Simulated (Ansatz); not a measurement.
The starting structures come from a database of crystals and need not be the phases stable at ambient conditions.

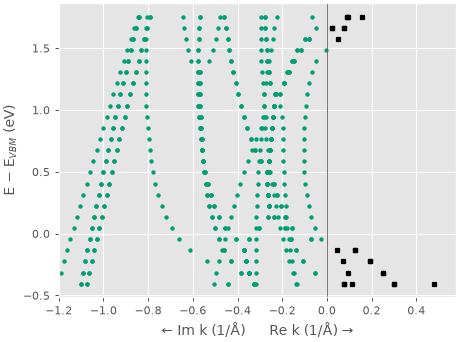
Complex bands at the centre of the two-dimensional zone; PBEsol (Ansatz, a first-principles code)

No gap correction and no spin-orbit coupling; mid-gap values are interpolated between computed energies.

Task: This is Al2ZnSe4 (Fd-3m, spinel, not sure to be the ambient phase, 14 atoms a cell, 21.1 Å³ an atom) along the normal of (001). Read off the slowest decay at the centre of the two-dimensional zone at 0.77 eV, the computed energy nearest the middle of the gap.

Result: κ ≈ 0.10 1/Å, a decay length 1/(2κ) of the density of 4.8 Å.
